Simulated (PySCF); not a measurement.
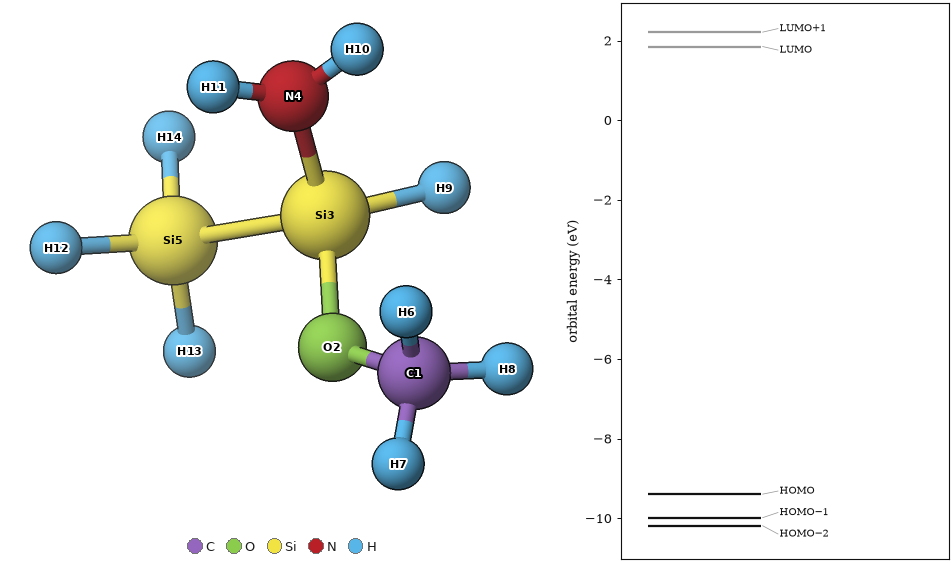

CH₉NOSi₂, SMILES CO[Si@H](N)[SiH3]. Kohn-Sham orbital energies near the frontier, ωB97X-D/def2-SVPD (IEF-PCM acetone) with PySCF, at a PBE0-D3(BJ)/def2-SVP geometry (no frequency check); empty levels in grey, levels within 0.03 eV side by side.

**Where do the frontier orbitals lie?**

HOMO at −9.39 eV, LUMO at 1.85 eV, 11.24 eV apart.

**List the levels with the atoms that carry most of them (a dash for levels above zero or within 0.03 eV of another, where shares mean little).**

| orbital | energy (eV) | Löwdin shares |
| --- | --- | --- |
| LUMO+1 | 2.21 | – |
| LUMO | 1.85 | – |
| HOMO | −9.39 | N4 48 %, Si3 12 %, O2 12 % |
| HOMO−1 | −9.98 | O2 21 %, Si3 20 %, N4 17 % |
| HOMO−2 | −10.19 | O2 48 %, C1 14 %, Si3 9 % |

Note: one conformer of a flexible molecule; empty levels above zero depend strongly on the basis.
